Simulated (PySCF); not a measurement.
Molecule: Sn(SH)2, SMILES [SH][Sn][SH]. Atoms near the plane z = 0.8 Å, at the PBE0/def2-SVP optimised geometry (x, y, z in Å): Sn1 (-0.5, -0.6, 0.0), S2 (1.9, -0.6, 0.0), H3 (2.0, -1.9, 0.0), S4 (-0.6, 1.9, 0.0), H5 (-2.0, 1.9, 0.0).

Calculation: PySCF with PBE0/def2-TZVP, def2 effective core potentials past Kr. The core electrons that the potentials of Sn replace are not part of the density. The values are rescaled to run from 0 to 1.

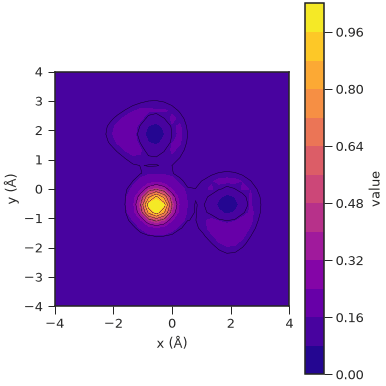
*a field on the plane z = 0.8 Å.*

Question: Which quantity is mapped?
A. electrostatic potential
B. Laplacian of the electron density
C. log10 of the electron density
D. electron localisation function

Answer: B, Laplacian of the electron density. In full: Laplacian of the electron density (e/bohr⁵), clipped to [-1.50, 1.50].
